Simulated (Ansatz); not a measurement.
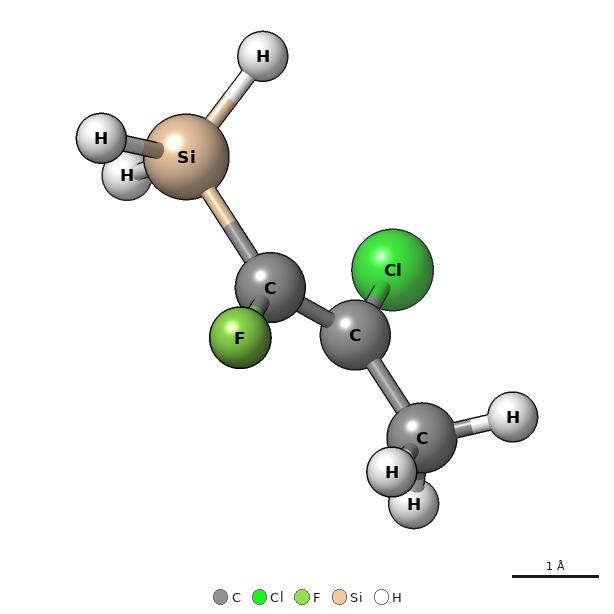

A ball-and-stick model of a molecule. Every bond is drawn as one stick, whatever its order.

Computed geometry: PBE0-D4/def2-TZVP optimisation. No frequency run is at hand to confirm it as a minimum.

Description:

Formula C3H6ClFSi. Its SMILES string is `C/C(Cl)=C(\F)[SiH3]`. It has no ring. Among its groups: alkene, C–F bond, C–Cl bond, Si–H bond. This geometry has Cs symmetry. Coordination: 1 C tetrahedral; 2 C trigonal planar; 1 Si tetrahedral.
